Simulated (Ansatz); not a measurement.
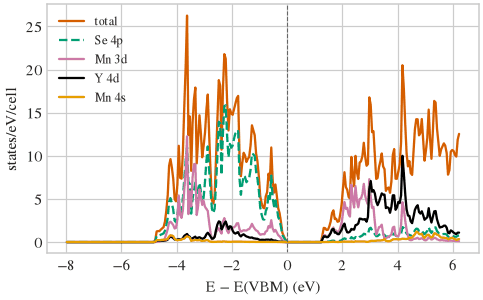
Figure. Total and projected density of states of CsYMnSe₃ in space group Cmcm (No. 63; Pearson symbol oS24), DFT-r²SCAN in the program Ansatz with PAW potentials

### Question
Which orbitals carry the states next to the gap?

### Answer
Top 1 eV of the valence band: Se 4p 71 %, Mn 3d 22 %. Bottom 1 eV of the conduction band: Mn 3d 54 %, Y 4d 32 %, outside the projected shells 7 %. Projections are on Löwdin-orthogonalised atomic valence shells; empty p or d shells of many metals are not among them.

### Question
Where is the tallest occupied peak in this window, and what makes it?

### Answer
Near -3.6 eV, about 26 states/eV per cell; the largest projected share is Mn 3d.

The first step of the workflow began from a Materials Project structure, measured or hypothetical; the Crystallography Open Database copy checked does not list it. Its standing as an ambient phase is unchecked. Symmetry was held in the r²SCAN relaxation; whether a distortion lowers the energy is not shown. Spin order of the final state: ferromagnetic, the only order run, not a proven ground state. The program gave a warning on the electronic state, which may not be the lowest. No Hubbard U is applied. Spin–orbit coupling is left out wherever it is not named.

Potentials: the later of the program's two PAW sets.
